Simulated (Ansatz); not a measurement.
# A computed series for TiC: response to strain

The parent structure is TiC in the rock salt structure (space group Fm-3m, No. 225; relaxed with 0.1 eV smearing).

```
CELL_PARAMETERS angstrom
      0.00000     2.13046     2.13046
      2.13046     0.00000     2.13046
      2.13046     2.13046     0.00000
ATOMIC_POSITIONS crystal
  Ti 0.00000 0.00000 0.00000
  C  0.50000 0.50000 0.50000
```

Cartesian axes are those of the cell as printed.

Strains are applied to the cell and any free atomic positions relax; under biaxial strain the out-of-plane vector relaxes too.

All numbers come from LDA in Ansatz (plane waves to 420 eV, PAW, without spin-orbit coupling).

Notes on the quantities. energy relative to the base: free energy F.

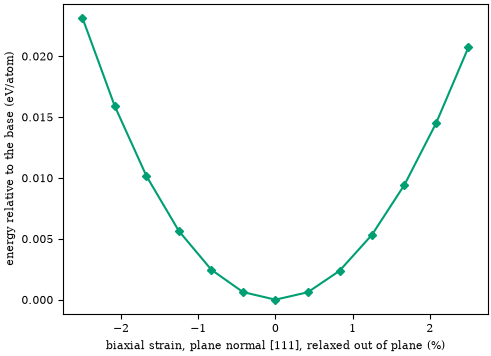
Fig. 1. Energy relative to the base against biaxial strain, plane normal [111], relaxed out of plane

| biaxial strain, plane normal [111], relaxed out of plane (%) | energy relative to the base |
|---|---|
| -2.5 | +23 meV/atom |
| -2.08 | +16 meV/atom |
| -1.67 | +10 meV/atom |
| -1.25 | +5.6 meV/atom |
| -0.83 | +2.5 meV/atom |
| -0.42 | +0.6 meV/atom |
| 0.42 | +0.6 meV/atom |
| 0.83 | +2.4 meV/atom |
| 1.25 | +5.3 meV/atom |
| 1.67 | +9.4 meV/atom |
| 2.08 | +14 meV/atom |
| 2.5 | +21 meV/atom |

Stability against distortions was not tested. The final runs are not spin-polarised.

Ansatz is a quantum-chemistry and plane-wave program.
